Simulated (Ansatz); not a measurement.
## Transmission past a defect: Al wire along [110], 4 atoms a period, vacancy of one Al

What does the defect do to the conductance?

Program: Ansatz 0.2.0. Level of theory: DFT PBE, plane waves, PAW; relaxation of a wire's period, in the first sound run; inputs show where later runs differ. Results are calculated unless marked as measured.

### 1. Set-up

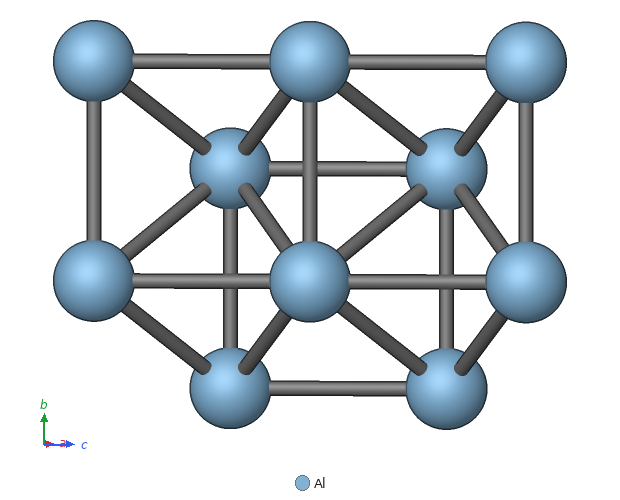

The starting structure, seen from the side, with the c axis across the page (aluminium light blue). 1×1×2 cells are drawn. Some periodic images of atoms are drawn too.

The cell holds 4 atoms: 4 Al. Cell: a = 8.820 Å, b = 11.085 Å, c = 2.857 Å, α = 90.0°, β = 90.0°, γ = 90.0°. Vacuum lies along a and b. The structure's axis is c.

### 2. Relaxation of atoms and period

Band widths follow the bond lengths, so the wire is relaxed first. The atoms and the third cell vector are free; the box across stays fixed as vacuum. A Fermi-Dirac smearing is set since the result may be a metal. The pressure printed is a third of the stress's trace over the whole box, vacuum included; only the stress along the axis is relaxed.

Contents of input.yaml:

```yaml
crystal:
  lattice:
    - [8.82, 0.0, 0.0]
    - [0.0, 11.085, 0.0]
    - [0.0, 0.0, 2.856711396]
  atoms:
    - { symbol: Al, position: [0.385487528, 0.435575616, 0.0] }
    - { symbol: Al, position: [0.614512472, 0.306720794, 0.5] }
    - { symbol: Al, position: [0.614512472, 0.564430437, 0.5] }
    - { symbol: Al, position: [0.385487528, 0.693285259, 0.0] }
kpoints:
  mp_grid: { grid: [1, 1, 29] }
scf:
  occupations: { method: fermi_dirac, width: 0.05 }
hamiltonian:
  xc: pbe
relax:
  cell: { fix: [a, b, alpha, beta, gamma] }
  max_steps: 60
```

Run with:

```sh
$ ansatz run input.yaml --threads 4 --pin off --max-ram 16384MiB --backend cpu --events-out ev --progress --plain --runs-dir out
```

Numbers of over 12 decimals in the logs are rounded to 6 here.

The program printed:

```text
Engine: ansatz 0.2.0, aarch64-unknown-linux-gnu
Pseudopotentials: kind: paw
Pseudopotential: Al, paw, valence charge 3, recommended cutoff 420 eV (normal), Al.paw.azcp
Functional definition: PBE
  parameter kappa = 0.804
  parameter beta = 0.066725
  exchange = pbe_x(kappa = kappa, mu = beta*pi^2/3)
  correlation = pbe_c(beta = beta)
Crystal: 4 atoms, lattice volume = 279.300 Å³
Basis set: ecut = 420 eV, 5477 PW (Γ), exchange–correlation on 120×150×40 points (8 copies of the dense FFT grid, shifted against one another)
Bands: 10, of which v1, the nominal top of the filled ones, is band 6 counted from 1 (5 counted from 0)
Symmetry: 4 space group operations
Space group: P21/m (ITA 11), of the structure as read, at distance tolerance 6.5e-5 Å
k-points: 15 of 29
Non-local potential: Al, projectors of the file, l = 0: 2, l = 1: 2, l = 2: 1
PAW form: soft (Blöchl's): semilocal exchange-correlation on the pseudo side does not see the compensation charge
PAW one-centre angular grid: Al, 110 points (default); XC on 64 Gauss nodes
Initial density: superposition of atomic densities (neutral atoms: chi_scale 0, normalization atom), corrected by the library's trained network
Initial wavefunctions: pseudopotential atomic-orbital guess
Functional: x = pbe(κ = 0.804, μ = 0.219515), c = pbe(β = 0.066725)
SCF iter   1: F=—  HF=-2146.593454 eV  |F-HF|=—  |Δ(HF+E_count)|=         —  Δρ=1.74e-3  dr2=4.81e-2  ethr=1.77e-3  ⟨swp⟩=8.4  Hψ=1371  notcnv=0
preconditioner: auto → LDOS  [metal: Δε(μ)=0.027 eV  Ē_g=4.932 eV  σ=0.050 eV  W_gap=0.14  n_scr=20 (ndim 8)  ℏωp=7.7 eV  f_vac=0.390  D(μ)=2.93/eV (n_scr^D=14)  β→1.0]
SCF iter   2: F=—  HF=-2146.586780 eV  |F-HF|=—  |Δ(HF+E_count)|=   6.67e-3  Δρ=7.30e-4  dr2=2.82e-3  ethr=4.01e-4  ⟨swp⟩=2.3  Hψ=335  notcnv=0
SCF iter   3: F=—  HF=-2146.587500 eV  |F-HF|=—  |Δ(HF+E_count)|=   7.21e-4  Δρ=1.98e-4  dr2=4.52e-4  ethr=2.35e-5  ⟨swp⟩=2.1  Hψ=270  notcnv=0
SCF iter   4: F=—  HF=-2146.587460 eV  |F-HF|=—  |Δ(HF+E_count)|=   4.07e-5  Δρ=4.61e-5  dr2=1.61e-5  ethr=3.76e-6  ⟨swp⟩=2.2  Hψ=230  notcnv=0
SCF iter   5: F=—  HF=-2146.587620 eV  |F-HF|=—  |Δ(HF+E_count)|=   1.60e-4  Δρ=1.04e-5  dr2=1.00e-6  ethr=1.34e-7  ⟨swp⟩=2.3  Hψ=240  notcnv=0
SCF iter   6: F=-2146.587620 eV  HF=-2146.587620 eV  |F-HF|=6.54e-9  |Δ(HF+E_count)|=   1.41e-7  Δρ=2.64e-6  dr2=4.04e-8  ethr=8.33e-10  ⟨swp⟩=5.3  Hψ=593  notcnv=0
SCF 1 converged in 6 iterations: F = -2146.587620 eV  dr2 = 4.04e-8
  greatest PAW one-centre occupation: 0.498 electrons in one spin orbital (limit 2), on the Al atom at site 3 (counted from 0), in its partial waves of l = 0
relax step   1: F+E_penalty+E_count = -2146.58762017 eV  Δ(F+E_penalty+E_count) = +0.000e0 eV  max|allowed force component| = 3.721e-1 eV/Å  Δτ_max = 0.0000 Å  P = -1.731 GPa  Ω = 279.300 Å³  fix = [a, b, alpha, beta, gamma]  reactions: a -0.193, b -0.943 GPa; gamma -0.358 GPa/rad  (6 SCF iters, dr2 threshold 1.00e-7 eV, accepted)
Crystal: 4 atoms, lattice volume = 265.667 Å³
Basis set: ecut = 420 eV, 5217 PW (Γ), exchange–correlation on 120×150×40 points (8 copies of the dense FFT grid, shifted against one another)
Initial density: handed on by an earlier stage of this run
Initial wavefunctions: those handed on with the density
iter 1 solved again at ethr=8.33e-4 eV; its pass at ethr=3.10e-3 eV (dr2=9.99e-2 eV) is discarded
SCF iter   1: F=—  HF=-2146.997542 eV  |F-HF|=—  |Δ(HF+E_count)|=         —  Δρ=3.26e-3  dr2=1.07e-1  ethr=8.33e-4  ⟨swp⟩=1.0  Hψ=1554  notcnv=0
eigensolver tolerance schedule calibrated: the retry pair's looser diagonalisation under-reported the residual by θ = 0.06 (0.11/decade); ethr = c·dr2/N_el runs at the constant in force after the calibration composes with the one it found (an armed cap, an earlier calibration), c = 8.3e-2
preconditioner: auto → LDOS  [metal: Δε(μ)=0.056 eV  Ē_g=5.231 eV  σ=0.050 eV  W_gap=0.27  n_scr=20 (ndim 8)  ℏωp=7.9 eV  f_vac=0.397  D(μ)=2.76/eV (n_scr^D=14)  β→1.0]
SCF iter   2: F=—  HF=-2146.974943 eV  |F-HF|=—  |Δ(HF+E_count)|=   2.26e-2  Δρ=1.31e-3  dr2=9.62e-3  ethr=7.34e-4  ⟨swp⟩=2.4  Hψ=262  notcnv=0
SCF iter   3: F=—  HF=-2146.974753 eV  |F-HF|=—  |Δ(HF+E_count)|=   1.90e-4  Δρ=4.83e-4  dr2=2.78e-3  ethr=6.62e-5  ⟨swp⟩=2.1  Hψ=289  notcnv=0
SCF iter   4: F=—  HF=-2146.974516 eV  |F-HF|=—  |Δ(HF+E_count)|=   2.36e-4  Δρ=1.86e-4  dr2=3.95e-4  ethr=1.91e-5  ⟨swp⟩=2.8  Hψ=248  notcnv=0
SCF iter   5: F=—  HF=-2146.974461 eV  |F-HF|=—  |Δ(HF+E_count)|=   5.52e-5  Δρ=4.43e-5  dr2=2.36e-5  ethr=2.72e-6  ⟨swp⟩=2.5  Hψ=212  notcnv=0
SCF iter   6: F=—  HF=-2146.974458 eV  |F-HF|=—  |Δ(HF+E_count)|=   3.39e-6  Δρ=8.33e-6  dr2=5.67e-7  ethr=1.62e-7  ⟨swp⟩=2.5  Hψ=220  notcnv=0
SCF iter   7: F=-2146.974458 eV  HF=-2146.974458 eV  |F-HF|=1.01e-8  |Δ(HF+E_count)|=   4.07e-8  Δρ=1.82e-6  dr2=2.74e-8  ethr=2.75e-9  ⟨swp⟩=5.0  Hψ=568  notcnv=0
SCF 2 converged in 7 iterations: F = -2146.974458 eV  dr2 = 2.74e-8
  greatest PAW one-centre occupation: 0.474 electrons in one spin orbital (limit 2), on the Al atom at site 2 (counted from 0), in its partial waves of l = 0
relax step   2: F+E_penalty+E_count = -2146.97445788 eV  Δ(F+E_penalty+E_count) = -3.868e-1 eV  max|allowed force component| = 2.054e-1 eV/Å  Δτ_max = 0.0933 Å  P = -1.237 GPa  Ω = 265.667 Å³  energy of the carried Pulay correction = +1.212e-3 eV  fix = [a, b, alpha, beta, gamma]  reactions: a +0.071, b -0.388 GPa; gamma -0.228 GPa/rad  (7 SCF iters, dr2 threshold 4.00e-7 eV, accepted)
Crystal: 4 atoms, lattice volume = 252.029 Å³
Basis set: ecut = 420 eV, 4905 PW (Γ), exchange–correlation on 120×150×40 points (8 copies of the dense FFT grid, shifted against one another)
iter 1 solved again at ethr=4.00e-4 eV; its pass at ethr=3.10e-3 eV (dr2=4.80e-2 eV) is discarded
SCF iter   1: F=—  HF=-2147.184328 eV  |F-HF|=—  |Δ(HF+E_count)|=         —  Δρ=3.50e-3  dr2=4.93e-2  ethr=4.00e-4  ⟨swp⟩=1.3  Hψ=1600  notcnv=0
preconditioner: auto → LDOS  [metal: Δε(μ)=0.016 eV  Ē_g=5.376 eV  σ=0.050 eV  W_gap=0.08  n_scr=20 (ndim 8)  ℏωp=8.1 eV  f_vac=0.385  D(μ)=2.68/eV (n_scr^D=14)  β→1.0]
SCF iter   2: F=—  HF=-2147.165743 eV  |F-HF|=—  |Δ(HF+E_count)|=   1.86e-2  Δρ=1.11e-3  dr2=5.14e-3  ethr=4.00e-4  ⟨swp⟩=2.3  Hψ=277  notcnv=0
SCF iter   3: F=—  HF=-2147.167914 eV  |F-HF|=—  |Δ(HF+E_count)|=   2.17e-3  Δρ=3.68e-4  dr2=6.92e-4  ethr=4.28e-5  ⟨swp⟩=2.1  Hψ=279  notcnv=0
SCF iter   4: F=—  HF=-2147.167990 eV  |F-HF|=—  |Δ(HF+E_count)|=   7.62e-5  Δρ=9.70e-5  dr2=6.21e-5  ethr=5.76e-6  ⟨swp⟩=2.1  Hψ=231  notcnv=0
[...]
relax step   8: F+E_penalty+E_count = -2147.20336435 eV  Δ(F+E_penalty+E_count) = -1.220e-2 eV  max|allowed force component| = 8.495e-2 eV/Å  Δτ_max = 0.1908 Å  P = -0.363 GPa  Ω = 252.524 Å³  energy of the carried Pulay correction = +2.440e-3 eV  fix = [a, b, alpha, beta, gamma]  reactions: a -0.604, b -0.155 GPa; gamma -0.092 GPa/rad  (6 SCF iters, dr2 threshold 4.00e-7 eV, accepted)
relax step   9: F+E_penalty+E_count = -2147.21029133 eV  Δ(F+E_penalty+E_count) = -6.927e-3 eV  max|allowed force component| = 1.417e-1 eV/Å  Δτ_max = 0.1949 Å  P = -0.527 GPa  Ω = 252.043 Å³  energy of the carried Pulay correction = +2.486e-3 eV  fix = [a, b, alpha, beta, gamma]  reactions: a -0.805, b -0.392 GPa; gamma -0.140 GPa/rad  (6 SCF iters, dr2 threshold 4.00e-7 eV, accepted)
relax step  10: F+E_penalty+E_count = -2147.20918259 eV  Δ(F+E_penalty+E_count) = +1.109e-3 eV  max|allowed force component| = 1.740e-1 eV/Å  Δτ_max = 0.0794 Å  P = -0.036 GPa  Ω = 249.525 Å³  energy of the carried Pulay correction = +2.729e-3 eV  fix = [a, b, alpha, beta, gamma]  (6 SCF iters, dr2 threshold 4.00e-7 eV, rejected (line search))
relax step  11: F+E_penalty+E_count = -2147.22020033 eV  Δ(F+E_penalty+E_count) = -9.909e-3 eV  max|allowed force component| = 5.566e-2 eV/Å  Δτ_max = 0.0377 Å  P = -0.247 GPa  Ω = 250.949 Å³  energy of the carried Pulay correction = +2.592e-3 eV  fix = [a, b, alpha, beta, gamma]  reactions: a -0.533, b -0.192 GPa; gamma +0.011 GPa/rad  (8 SCF iters, accepted)
relax step  12: F+E_penalty+E_count = -2147.22654478 eV  Δ(F+E_penalty+E_count) = -6.344e-3 eV  max|allowed force component| = 2.990e-2 eV/Å  Δτ_max = 0.1000 Å  P = -0.208 GPa  Ω = 251.124 Å³  energy of the carried Pulay correction = +2.575e-3 eV  fix = [a, b, alpha, beta, gamma]  reactions: a -0.521, b -0.120 GPa; gamma +0.036 GPa/rad  (6 SCF iters, dr2 threshold 1.94e-7 eV, accepted)
relax step  13: F+E_penalty+E_count = -2147.23276626 eV  Δ(F+E_penalty+E_count) = -6.221e-3 eV  max|allowed force component| = 3.755e-2 eV/Å  Δτ_max = 0.1473 Å  P = -0.268 GPa  Ω = 251.534 Å³  energy of the carried Pulay correction = +2.535e-3 eV  fix = [a, b, alpha, beta, gamma]  reactions: a -0.627, b -0.126 GPa; gamma -0.017 GPa/rad  (6 SCF iters, dr2 threshold 5.59e-8 eV, accepted)
relax step  14: F+E_penalty+E_count = -2147.23494049 eV  Δ(F+E_penalty+E_count) = -2.174e-3 eV  max|allowed force component| = 2.313e-2 eV/Å  Δτ_max = 0.1522 Å  P = -0.292 GPa  Ω = 252.101 Å³  energy of the carried Pulay correction = +2.481e-3 eV  fix = [a, b, alpha, beta, gamma]  reactions: a -0.681, b -0.056 GPa; gamma -0.033 GPa/rad  (6 SCF iters, dr2 threshold 8.81e-8 eV, accepted)
relax step  15: F+E_penalty+E_count = -2147.23514900 eV  Δ(F+E_penalty+E_count) = -2.085e-4 eV  max|allowed force component| = 1.802e-2 eV/Å  Δτ_max = 0.0192 Å  P = -0.165 GPa  Ω = 251.240 Å³  energy of the carried Pulay correction = +2.564e-3 eV  fix = [a, b, alpha, beta, gamma]  reactions: a -0.578, b -0.002 GPa; gamma +0.043 GPa/rad  (6 SCF iters, dr2 threshold 4.93e-8 eV, accepted)
relax step  16: F+E_penalty+E_count = -2147.23537440 eV  Δ(F+E_penalty+E_count) = -2.254e-4 eV  max|allowed force component| = 7.315e-3 eV/Å  Δτ_max = 0.0119 Å  P = -0.218 GPa  Ω = 251.654 Å³  energy of the carried Pulay correction = +2.524e-3 eV  fix = [a, b, alpha, beta, gamma]  reactions: a -0.610, b -0.038 GPa; gamma -0.009 GPa/rad  (5 SCF iters, dr2 threshold 2.03e-8 eV, accepted)
Basis set: ecut = 420 eV, 4905 PW (Γ), exchange–correlation on 120×150×36 points (8 copies of the dense FFT grid, shifted against one another)
Initial wavefunctions: pseudopotential atomic-orbital guess (no wavefunctions were taken with the density)
iter 1 solved again at ethr=1.44e-6 eV; its pass at ethr=3.10e-3 eV (dr2=1.73e-4 eV) is discarded
SCF iter   1: F=—  HF=-2147.234402 eV  |F-HF|=—  |Δ(HF+E_count)|=         —  Δρ=2.67e-5  dr2=1.72e-7  ethr=1.44e-6  ⟨swp⟩=3.1  Hψ=1815  notcnv=0
eigensolver tolerance schedule: the retry pair's looser diagonalisation over-reported the residual by 1007.71 of it (diagonalisation noise at 0.88 of the residual, at the tolerance the schedule requests for it); recorded, not acted on — ethr = c·dr2/N_el stays at c = 1.0e-1
SCF iter   2: F=—  HF=-2147.234404 eV  |F-HF|=—  |Δ(HF+E_count)|=   2.33e-6  Δρ=2.36e-6  dr2=1.48e-8  ethr=1.43e-9  ⟨swp⟩=3.1  Hψ=323  notcnv=0
SCF iter   3: F=—  HF=-2147.234404 eV  |F-HF|=—  |Δ(HF+E_count)|=   5.08e-9  Δρ=4.59e-7  dr2=9.79e-10  ethr=1.23e-10  ⟨swp⟩=2.5  Hψ=241  notcnv=0
SCF iter   4: F=—  HF=-2147.234404 eV  |F-HF|=—  |Δ(HF+E_count)|=  1.96e-10  Δρ=1.29e-7  dr2=1.93e-10  ethr=8.16e-12  ⟨swp⟩=2.1  Hψ=239  notcnv=0
SCF iter   5: F=-2147.234404 eV  HF=-2147.234404 eV  |F-HF|=8.64e-12  |Δ(HF+E_count)|=  2.14e-11  Δρ=4.61e-8  dr2=1.51e-11  ethr=1.00e-12  ⟨swp⟩=5.0  Hψ=575  notcnv=0
SCF 17 converged in 5 iterations: F = -2147.234404 eV  dr2 = 1.51e-11
relax step  17: F+E_penalty+E_count = -2147.23440434 eV  Δ(F+E_penalty+E_count) = +9.701e-4 eV  max|allowed force component| = 7.528e-3 eV/Å  Δτ_max = 0.0000 Å  P = -0.226 GPa  Ω = 251.654 Å³  fix = [a, b, alpha, beta, gamma]  reactions: a -0.615, b -0.044 GPa; gamma -0.008 GPa/rad  stress off target by 2.04e-2 GPa on what of the cell is left free  SCF on the basis re-selected at this cell (its energy is not comparable with the rows above)  (5 SCF iters)
basis re-selected at this cell: Δ(F+E_penalty+E_count) = +9.701e-4 eV, ΔP = -0.008 GPa vs the last step (what re-selecting the basis moved, of the pressure what is left beyond the Pulay correction that the steps carried, after the strain that the cell walked since its last selection, with what the two solves' SCF thresholds leave and, on support functions, any second-order correction that the steps lacked; it is no measure of the basis error at this ecutwfc). The dense FFT grid was sized anew with the basis: this SCF ran on 60×75×18 points, the steps before it on 60×75×20, so part of this shift can come from that change (see relax.cell in the input reference). [rest of the remark cut]
SCF converged after 5 iterations
Free energy (F): -2147.234404 eV
Harris-Foulkes:  -2147.234404 eV  (|F-HF|=8.64e-12)
Internal energy: -2147.220244 eV  (E = F + TS)
E sigma→0 (E₀):  -2147.227324 eV
Entropy (-TS):   -0.014161 eV (-3.540 meV/atom)
Fermi energy:    -1.003301 eV
--- Per-component energies (eV) ---
  E_band       = -54.544134
  E_kinetic    = 81.664932
  E_local      = -526.317153  (includes V_loc(G=0)·N_el)
  E_nonlocal   = 43.595005
  E_hartree    = 234.290484
  E_xc         = -152.598485
  E_vxc        = -107.161321  (∫ρ·V_xc dr)
  E_paw        = -1869.584101  (= ΣΔE_a)
  E_vpaw       = -14.906525  (= ΣTr[D̂ρ^β])
  E_aug_tail   = -0.000008  (compensation charges beyond the density's cutoff)
  E_ewald      = 41.729083
  E_smearing   = -0.014161  (= −TS)
  E_closure    = -0.000000  (closes the sum)
  Σ components = -2147.234404   (vs F -2147.234404, Δ=0.00e0)
--- Forces (eV/Å), atoms counted from 1 ---
  atom   1  Al    -0.00752764    -0.00131705     0.00000000
  atom   2  Al    -0.00056379     0.00586325     0.00000000
  atom   3  Al     0.00752764     0.00131705     0.00000000
  atom   4  Al     0.00056379    -0.00586325     0.00000000
  max |Σ_I F_I| component: 8.67e-19 eV/Å
--- Stress (GPa, compression-positive) ---
       -0.614667       0.008352       0.000000
        0.008352      -0.043755       0.000000
        0.000000       0.000000      -0.020436
  P = ⅓ Tr σ = -0.2263 GPa (-2.263 kbar)
--- Relaxed structure (16 steps of the walk, 15 accepted, 1 SCFs on fresh bases) ---
  F+E_penalty+E_count = -2147.23440434 eV   max|allowed force component| = 7.528e-3 eV/Å   (the final SCF, on the basis selected at the relaxed cell)
  cell:  # Å, volume = 251.6538 Å³
    - [8.82, 0, 0.0]
    - [0, 11.085, 0.0]
    - [0.0, 0.0, 2.573945]
  atoms:
    - { symbol: Al, position: [0.429467, 0.393169, 0.0] }
    - { symbol: Al, position: [0.710518, 0.385560, 0.5] }
    - { symbol: Al, position: [0.570533, 0.606837, 0.5] }
    - { symbol: Al, position: [0.289482, 0.614446, 0.0] }
```

It took 15 s on 4 threads of Arm Neoverse V1, shared host; peak memory 0.48 GiB; 55 s of CPU time.

Relaxation path:

| step | energy less that of the first step (eV) | largest force component (eV/Å) | pressure (GPa) | volume (Å³) |
| --- | --- | --- | --- | --- |
| 1 | 0.0000 | 0.3721 | -1.73 | 279.30 |
| 2 | -0.3868 | 0.2054 | -1.24 | 265.67 |
| 3 | -0.5804 | 0.1558 | -0.54 | 252.03 |
| 4 | -0.5898 | 0.0775 | 0.26 | 249.33 |
| 5 | -0.5956 | 0.1178 | -0.25 | 252.08 |
| 6 | -0.5992 | 0.0655 | -0.25 | 252.73 |
| 7 | -0.6035 | 0.1680 | 0.01 | 251.63 |
| 8 | -0.6157 | 0.0849 | -0.36 | 252.52 |
| 9 | -0.6227 | 0.1417 | -0.53 | 252.04 |
| 10 | -0.6216 | 0.1740 | -0.04 | 249.53 |
| 11 | -0.6326 | 0.0557 | -0.25 | 250.95 |
| 12 | -0.6389 | 0.0299 | -0.21 | 251.12 |
| 13 | -0.6451 | 0.0375 | -0.27 | 251.53 |
| 14 | -0.6473 | 0.0231 | -0.29 | 252.10 |
| 15 | -0.6475 | 0.0180 | -0.17 | 251.24 |
| 16 | -0.6478 | 0.0073 | -0.22 | 251.65 |
| 17* | -0.6468 | 0.0075 | -0.23 | 251.65 |

Relaxation steps marked * repeat the geometry before them on a plane-wave basis chosen anew for their cell, so energy and pressure can jump there. Relaxation step 10 was tried and not accepted.

The run keeps the 4 symmetry operations that it works with, so distortions that break them were not tested.

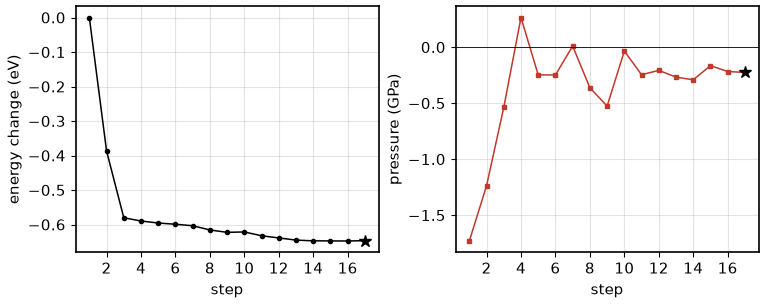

Energy and pressure along the relaxation. Stars mark steps on a basis chosen anew.

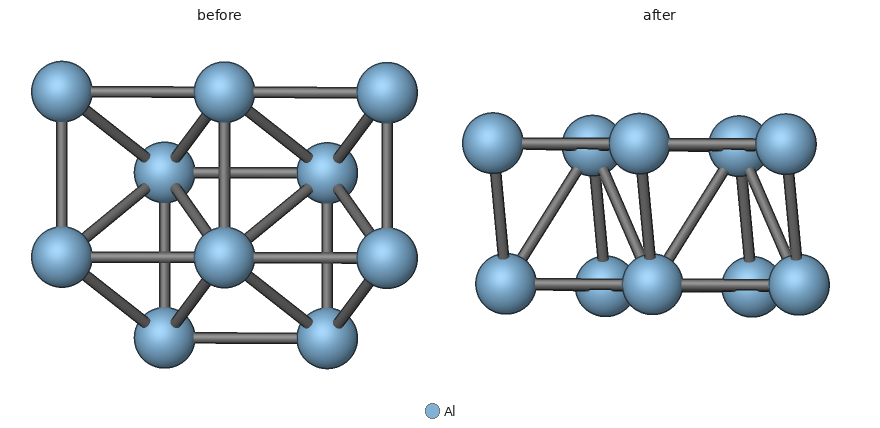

Before and after, at one scale.

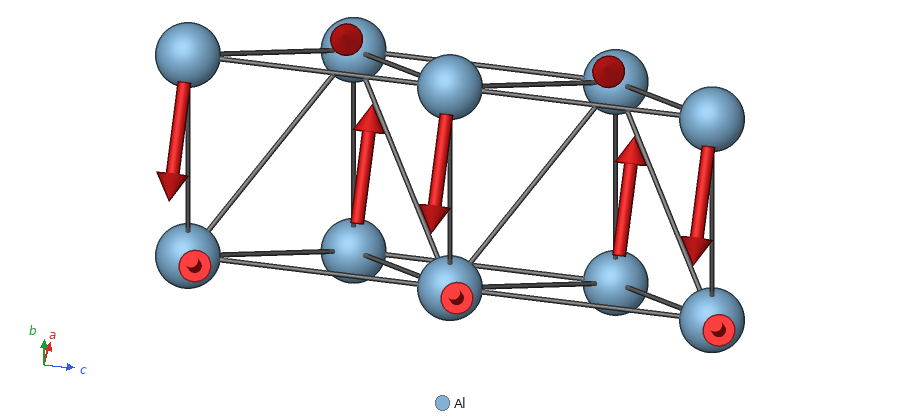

Displacements in the relaxation, scaled, measured against the changing cell; the longest in the cell stands for 1.22 Å. 1×1×2 cells are drawn. Some periodic images of atoms are drawn too.

| cell as run | before | after | change |
| --- | --- | --- | --- |
| c (Å) | 2.857 | 2.574 | -9.9 % |

The atoms that moved most (Å, along periodic axes as changes of fractional coordinates times the final cell, across vacuum about the mean position):

```csv
atom,dx,dy,dz,length
Al2,0.847,0.874,0.000,1.217
Al4,-0.847,-0.874,0.000,1.217
Al1,0.388,-0.470,0.000,0.609
Al3,-0.388,0.470,0.000,0.609
```

Final coordinates:

```xyz
4
Lattice="8.8200 0.0000 0.0000 0.0000 11.0850 0.0000 0.0000 0.0000 2.5739" Properties=species:S:1:pos:R:3
Al    3.7879    4.3583    0.0000
Al    6.2668    4.2739    1.2870
Al    5.0321    6.7268    1.2870
Al    2.5532    6.8111    0.0000
```

This step gave:

| Quantity | Value |
| --- | --- |
| energy at zero smearing | -2147.2273 eV |
| cell length along the wire | 2.574 Å |

The cell's length comes to 2.574 Å with spin left out.

(Continued in part 2 of 3.)

[Logs are printed without paths, hosts, clocks, repeated set-up lines and the standing remarks that a program may print on its own settings, such as how far it seeks lower states.]

[Hosts, paths, dates, database ids (printed as entryN), source tags and the programs' standing remarks are cut or masked in the printed files.]
